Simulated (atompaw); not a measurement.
# Sn, PAW (atompaw): a sweep of the scale of all radii

Aim: generate and test one potential in full, then change the scale of all radii and see what happens to hardness, ghosts and scattering.

Program: atompaw 4.2.0.5. Reference atom: PBE, scalar-relativistic, spherical and spin-unpolarised. All values are calculated.

1 further run of the same task is left out (it didn't finish).

## Step 1: Settings

The settings as typed:

```json
{
  "element": "tin (Sn, Z = 50)",
  "type": "PAW",
  "frozen core": "[Kr]",
  "valence charge": "14",
  "reference configuration": "4d10 5s2 5p2",
  "partial waves": "5s (bound); 5s channel at 2.85 Ry; 5p (bound); 5p channel at 0.75 Ry; 4d (bound); 4d channel at -1.25 Ry",
  "local potential": "ultrasoft scheme with l = 3 at 0.5 Ry, radius 2.84 bohr",
  "core correction": "smooth core density matched at 2.36 bohr",
  "augmentation charge": "besselshape compensation charge, radius 2.58 bohr; PAW radius 2.84 bohr; waves and projectors: bloechl"
}
```

The nodes and maxima of the atom's own shells, from an earlier all-electron run, set the scale for the radii.

All-electron outer shells of the reference configuration (PBE, scalar-relativistic, ld1.x):

| shell | level (eV) | outermost node (bohr) | outermost maximum (bohr) |
| --- | --- | --- | --- |
| 4s | -133.93 | 0.40 | 0.74 |
| 4p | -89.70 | 0.41 | 0.79 |
| 4d | -25.84 | 0.39 | 0.88 |
| 5s | -10.55 | 0.98 | 2.01 |
| 5p | -3.69 | 1.09 | 2.55 |

## Step 2: The first potential

Input file Sn.input:

```
Sn 50
GGA-PBE scalarrelativistic loggrid 1500 logderivrange -4 5 226
5 5 4 0 0 0
5 1 2
0 0 0
c
c
c
c
v
c
c
c
v
c
v
2
2.84 2.58 2.84 2.36
y
2.85
n
y
0.75
n
y
-1.25
n
bloechl besselshape
3 0.5 ultrasoft
PWSCFOUT
UPFDX 0.0125d0 UPFXMIN -7.d0 UPFZMESH 50.d0
END
```

Run with:

```
$ atompaw < Sn.input > Sn.log
```

What the program wrote to the file Sn (summary file):

```text
 Completed calculations for Sn (AE)

 Exchange-correlation type: GGA, Perdew-Burke-Ernzerhof

 Radial integration grid is logarithmic 
 r0 =   1.7396511E-04 h =   8.6982553E-03   n =      1500 rmax =   8.0000000E+01

 Scalar relativistic calculation

 AEatom converged in  32 iterations
   nz     =  50.00
   delta  =       8.103634612370E-17

 All Electron Orbital energies:         
  n  l      occupancy      energy
  1  0      2.0000000E+00 -2.1325094E+03
  2  0      2.0000000E+00 -3.2193196E+02
  3  0      2.0000000E+00 -6.2124667E+01
  4  0      2.0000000E+00 -9.8437017E+00
  5  0      2.0000000E+00 -7.7535632E-01
  2  1      6.0000000E+00 -2.8899305E+02
  3  1      6.0000000E+00 -5.1361590E+01
  4  1      6.0000000E+00 -6.5928432E+00
  5  1      2.0000000E+00 -2.7152805E-01
  3  2      1.0000000E+01 -3.4795994E+01
  4  2      1.0000000E+01 -1.8991319E+00

 Total energy
   Total                    :   -12354.40467430889657

 ---
 Completed calculations for Sn (SC)

 Exchange-correlation type: GGA, Perdew-Burke-Ernzerhof

 Radial integration grid is logarithmic 
 r0 =   1.7396511E-04 h =   8.6982553E-03   n =      1500 rmax =   8.0000000E+01

 Scalar relativistic calculation

 SCatom converged in   3 iterations
   nz     =  50.00
   delta  =       1.798608829252E-17

 Valence Electron Orbital energies:         
  n  l      occupancy      energy
   5  0      2.0000000E+00 -7.7535632E-01
   5  1      2.0000000E+00 -2.7152805E-01
   4  2      1.0000000E+01 -1.8991319E+00

 Total energy
   Total                    :   -12354.40467430875469
   Valence                  :     -441.77615014159068

 PAW parameters: 
       lmax =            2
         rc =    2.8591838089372215     
        irc =         1117
   rc_shape =    2.5982789551033005     
    rc_vloc =    2.8591838089372215     
    rc_core =    2.3611806159252438     
   Vloc: Non norm-conserving form with l= 3;e=   5.0000E-01
   Projector type: Bloechl + Gram-Schmidt ortho.
   Bessel compensation charge shape zeroed at   2.5983E+00

 Number of basis functions     6
 No.   n  nodes  l      Energy         Cp coeff         Occ
  1    5    4    0   -0.7753563E+00 -0.5066165E+01  0.2000000E+01
  2  999    5    0    0.2850000E+01 -0.8337334E+01  0.0000000E+00
  3    5    3    1   -0.2715281E+00 -0.4905843E+01  0.2000000E+01
  4  999    4    1    0.7500000E+00  0.7671067E+01  0.0000000E+00
  5    4    1    2   -0.1899132E+01  0.8953741E+01  0.1000000E+02
  6  999    2    2   -0.1250000E+01  0.1131985E+02  0.0000000E+00

 Eigenvalues of overlap operator (in the basis of projectors):
    1        1.37712926E-02
    2        2.59330702E-01
    3        9.25093982E-01
    4        2.08766625E+00
    5        2.26450035E+00
    6        1.39334396E+01

 Orbital leakage outside PAW augmentation regions
   orb  is_core?  %out_of_sphere
   1 0    T           0.00
   2 0    T           0.00
   3 0    T           0.00
   4 0    T           0.00
   5 0    F          25.87
   2 1    T          -0.00
   3 1    T           0.00
   4 1    T           0.01
   5 1    F          55.59
   3 2    T           0.00
   4 2    F           0.47

 Summary of PAW energies
   Total valence energy     :   -441.77615698907232
   Smooth energy            :     16.08276718325285
   One center               :   -457.85892417232515
   Smooth kinetic           :     14.28228603315425
   Vloc energy              :      0.00563688648437
   Smooth exch-corr         :     -4.66639018544161
   One-center xc            :   -324.85849682567965
```

Run time: 5.1 s. Hardware: 1 thread, shared host.

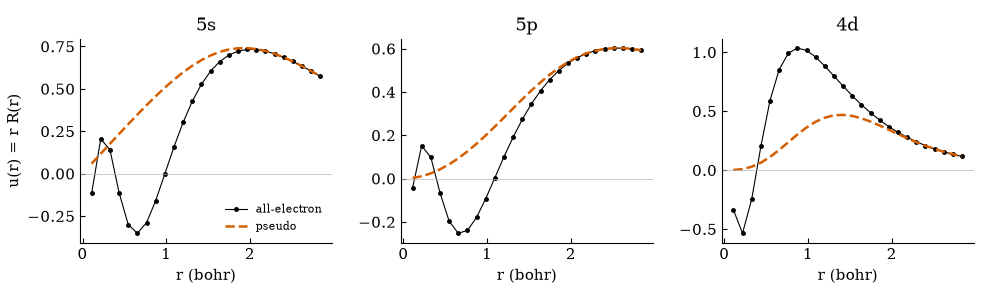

All-electron and pseudo partial waves (5s, 5p, 4d). The curves join 26 sampled radii, too few to resolve the innermost nodes.

## Step 3: Does it scatter like the atom?

Taken from the files of the generation run. The phase is arctan(r·u′/u) with u = r·R, unwrapped, with energies in Ry. A pole is an energy at which the radial function vanishes at the test radius. The pseudo phase is shifted by a multiple of π to meet the all-electron one at the reference energy. Levels narrower than the energy grid can be missing from the poles. The last column is the largest difference on the grid between −1 and +1 Ry.

| channel | radius (bohr) | reference (Ry) | poles AE | poles PS | window around the reference with phases within 0.05 rad (Ry) | largest difference near zero (rad) |
| --- | --- | --- | --- | --- | --- | --- |
| s | 2.86 | -0.78 | 0.10 | 0.10 | below 4.9 | 0.002 |
| p | 2.86 | -0.27 | 1.19 | 0.46, 1.20 | below 0.4 | 3.142 |
| d | 2.86 | -1.90 | -1.86, 3.16 | -1.86, 3.56 | below 0.7 | 0.060 |

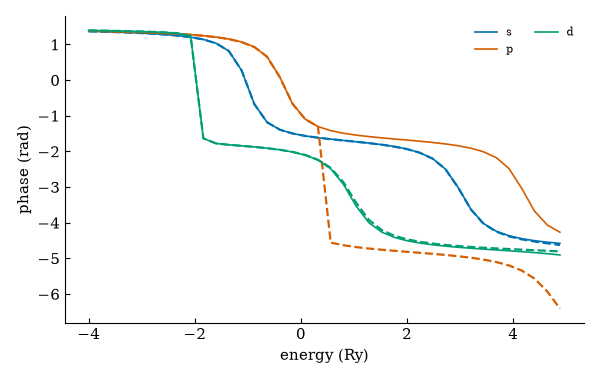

All-electron (solid) and pseudo (dashed) phases against energy.

## Step 4: Cutoff and ghost test in a Bessel basis

A separate test, outside the generator: the pseudo-atom's Hamiltonian at the reference potential is diagonalised in spherical Bessel functions j_l(qr) that vanish at 20 bohr, with q² up to the cutoff.

All-electron valence levels (Ry): 5s -0.7754, 5p -0.2715, 4d -1.8991. The lowest levels of each channel (Ry) by cutoff; the last column sums, over occupied levels, occupation times the distance from the level at 400 Ry. A positive value at high cutoff is not a bound level.

| cutoff (Ry) | s #1 | p #1 | d #1 | f #1 | Σ f·Δε (mRy) |
| --- | --- | --- | --- | --- | --- |
| 8 | -0.7750 | -0.2714 | -1.7477 | 0.1045 | 1515.5 |
| 10 | -0.7753 | -0.2714 | -1.8105 | 0.1045 | 886.9 |
| 15 | -0.7753 | -0.2715 | -1.8690 | 0.1045 | 301.5 |
| 18 | -0.7754 | -0.2715 | -1.8877 | 0.1045 | 114.0 |
| 25 | -0.7754 | -0.2715 | -1.8970 | 0.1045 | 21.5 |
| 30 | -0.7754 | -0.2715 | -1.8986 | 0.1045 | 4.8 |
| 35 | -0.7754 | -0.2715 | -1.8990 | 0.1045 | 0.9 |
| 40 | -0.7754 | -0.2715 | -1.8991 | 0.1045 | 0.1 |
| 45 | -0.7754 | -0.2715 | -1.8991 | 0.1045 | 0.0 |
| 400 | -0.7754 | -0.2715 | -1.8991 | 0.1045 | 0.0 |

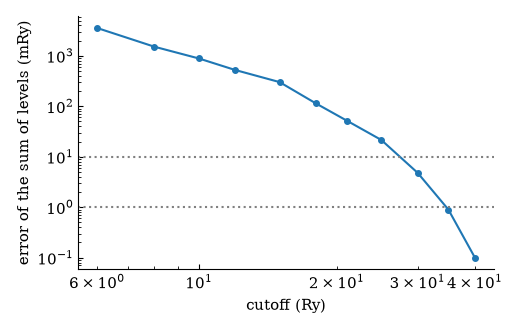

Occupation-weighted error of the valence levels against the cutoff; the dotted lines mark 10 and 1 mRy.

The sum stays within 10 mRy from 30 Ry and within 1 mRy from 35 Ry. The sum leaves out empty levels, which can need more. Ghost test: no level below the all-electron spectrum of its channel (s, p, d, f tested).

## Step 5: Now with scale of all radii = 1.15

Sn.input: that of step 2 with these lines changed.

```diff
@@ -17,3 +17,3 @@
 2
-2.84 2.58 2.84 2.36
+3.28 2.98 3.28 2.72
 y
```

Run with:

```
$ atompaw < Sn.input > Sn.log
```

The output, the file Sn (summary file):

```text
 Completed calculations for Sn (AE)

 Exchange-correlation type: GGA, Perdew-Burke-Ernzerhof

 Radial integration grid is logarithmic 
 r0 =   1.7396511E-04 h =   8.6982553E-03   n =      1500 rmax =   8.0000000E+01

 Scalar relativistic calculation

 AEatom converged in  32 iterations
   nz     =  50.00
   delta  =       8.103634612370E-17

[... all-electron levels as in step 2 ...]

 Total energy
   Total                    :   -12354.40467430889657

 ---
 Completed calculations for Sn (SC)

 Exchange-correlation type: GGA, Perdew-Burke-Ernzerhof

 Radial integration grid is logarithmic 
 r0 =   1.7396511E-04 h =   8.6982553E-03   n =      1500 rmax =   8.0000000E+01

 Scalar relativistic calculation

 SCatom converged in   3 iterations
   nz     =  50.00
   delta  =       1.798608829252E-17

 Valence Electron Orbital energies:         
  n  l      occupancy      energy
   5  0      2.0000000E+00 -7.7535632E-01
   5  1      2.0000000E+00 -2.7152805E-01
   4  2      1.0000000E+01 -1.8991319E+00

 Total energy
   Total                    :   -12354.40467430875469
   Valence                  :     -441.77615014159068

 PAW parameters: 
       lmax =            2
         rc =    3.2861484388947257     
        irc =         1133
   rc_shape =    2.9862847862065327     
    rc_vloc =    3.2861484388947257     
    rc_core =    2.7374921340450840     
   Vloc: Non norm-conserving form with l= 3;e=   5.0000E-01
   Projector type: Bloechl + Gram-Schmidt ortho.
   Bessel compensation charge shape zeroed at   2.9863E+00

 Number of basis functions     6
 No.   n  nodes  l      Energy         Cp coeff         Occ
  1    5    4    0   -0.7753563E+00 -0.2609548E+01  0.2000000E+01
  2  999    5    0    0.2850000E+01 -0.5673445E+01  0.0000000E+00
  3    5    3    1   -0.2715281E+00 -0.2277097E+01  0.2000000E+01
  4  999    4    1    0.7500000E+00 -0.2707104E+01  0.0000000E+00
  5    4    1    2   -0.1899132E+01  0.8397756E+01  0.1000000E+02
  6  999    2    2   -0.1250000E+01  0.1027668E+02  0.0000000E+00

 Eigenvalues of overlap operator (in the basis of projectors):
    1        2.04405454E-02
    2        1.32453252E-01
    3        6.84994257E-01
    4        2.31003668E+00
    5        3.11296043E+00
    6        3.05680267E+01

 Orbital leakage outside PAW augmentation regions
   orb  is_core?  %out_of_sphere
   1 0    T           0.00
   2 0    T           0.00
   3 0    T           0.00
   4 0    T           0.00
   5 0    F          14.76
   2 1    T          -0.00
   3 1    T           0.00
   4 1    T           0.00
   5 1    F          41.67
   3 2    T           0.00
   4 2    F           0.14

 Summary of PAW energies
   Total valence energy     :   -441.77615498581446
   Smooth energy            :      8.69591185222754
   One center               :   -450.47206683804200
   Smooth kinetic           :      8.71585364554412
   Vloc energy              :      0.30374019509974
   Smooth exch-corr         :     -3.68428111104766
   One-center xc            :   -325.84060590007363
```

Run time: 5.3 s. Hardware: 1 thread, shared host.

Against the first potential, the loose cutoff goes from 30 Ry to 21 Ry and there is no bound ghost.

## Step 6: All runs side by side

Cutoffs, loose and tight: the cutoffs (Ry, on a coarse ladder) from which the occupation-weighted sum of valence levels, in a spherical-Bessel basis at the reference potential, stays within 10 and 1 mRy of its value at 400 Ry; empty and scattering waves don't count. The number of plane waves in a given cell goes as the cutoff to the power 3/2; it is given for the loose cutoff, relative to the first potential. The phase difference is the largest within 1 Ry of zero, over the channels with partial waves.

```csv
scale of all radii,outcome,"cutoff, loose","cutoff, tight","plane waves, relative",bound ghosts,phase difference near zero (rad),lowest overlap eigenvalue (Bessel basis)
1 (first),generated,30 Ry,35 Ry,1.00,none,3.142,0.024
1.15,generated,21 Ry,30 Ry,0.59,none,0.142,0.423
```

What this shows: The loose cutoff is 30 Ry at 1 and 21 Ry at 1.15.

The first potential by itself. It counts as soft on the atom at that tolerance, with 30 Ry needed at the looser tolerance. The slowest occupied level is 4d: taken alone it needs 30 Ry to come within 1 mRy, against 8 Ry for 5s. It is free of bound ghosts as far as tested. Near zero energy the largest phase difference among the channels read is 3.14 rad, in the p channel. A step near π is an extra or missing state, not a misfit of shape.
